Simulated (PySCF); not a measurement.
# F4Ta (Ta(F)4+): the cost of one run

The runs use PySCF 2.14.0; B3LYP, Ta def2-SVP with ECP60, F def2-SVP; scalar-relativistic core potentials, no spin–orbit coupling.

4 further runs of the same task are left out: 2 for a known fault of the program, 2 that didn't finish.

### Step 1. The system as given

5 atoms, charge 1, spin multiplicity 1.

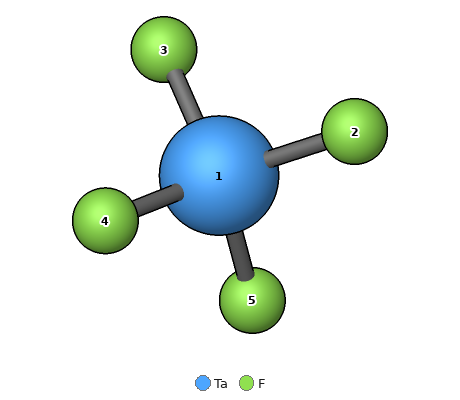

Start geometry, drawn with tantalum blue, fluorine green; atoms are numbered from 1 in the order of the file.

As a file:

```
Ta    0.00000    0.00000    0.00000
F     1.03280    1.03280    1.03280
F    -1.03280   -1.03280    1.03280
F     1.03280   -1.03280   -1.03280
F    -1.03280    1.03280   -1.03280
```

Formal oxidation states: Ta +5.

### Step 2. SCF at the start, singlet

run.py (the lines that set the calculation)

```python
mol = gto.M(atom='''
Ta     0.00000     0.00000     0.00000
F      1.03280     1.03280     1.03280
F     -1.03280    -1.03280     1.03280
F      1.03280    -1.03280    -1.03280
F     -1.03280     1.03280    -1.03280''',
    basis={'Ta': 'def2-SVP', 'F': 'def2-SVP'},
    ecp={'Ta': 'def2-SVP'},
    charge=1, spin=0)
mf = dft.RKS(mol, xc='B3LYP')
mf.grids.atom_grid = (50, 194)
mf = mf.density_fit()  # fitting sets: Ta def2-universal-JKFIT, F def2-universal-JKFIT
mf.conv_tol = 1e-08; mf.max_cycle = 55
mf.kernel(dm0)  # dm0: free metal ions and neutral atoms
```

Launch:

```sh
> OMP_NUM_THREADS=2 python run.py
```

Q: Estimate wall time and peak memory on 2 threads of Arm Neoverse V1, shared host.

About 1.7 s, with a peak of 0.37 GiB.
